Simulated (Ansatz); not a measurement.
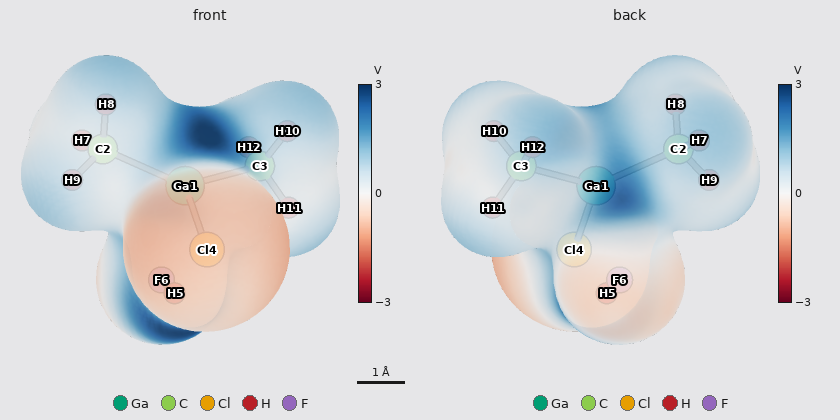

*C₂H₆ClGa···HF. The molecular electrostatic potential painted on the density surface at 0.004 e/bohr³, seen from the front and from behind; red is negative and blue positive.*

These are results of RKS PBE0-D4/def2-SVP (Ansatz 0.2.0), not measurements.

```
atom    x (Å)    y (Å)    z (Å)
  Ga   0.1908  -0.0979   0.1230
   C   1.0095   1.4747  -0.6907
   C  -0.7099  -1.6932  -0.5467
  Cl   0.9092  -0.4022   2.2552
   H  -0.8710   0.5748   2.0890
   F  -1.4244   0.8469   1.3548
   H   0.3302   1.9370  -1.4223
   H   1.9343   1.1897  -1.2166
   H   1.2673   2.2148   0.0797
   H   0.0384  -2.4547  -0.8168
   H  -1.3608  -2.1176   0.2309
   H  -1.3137  -1.4724  -1.4395
```

Question: Where is the surface potential most negative and most positive?

Answer: The most negative region (about −1.0 V) lies over Cl4, the most positive (about +2.9 V) over Ga1 and H5.
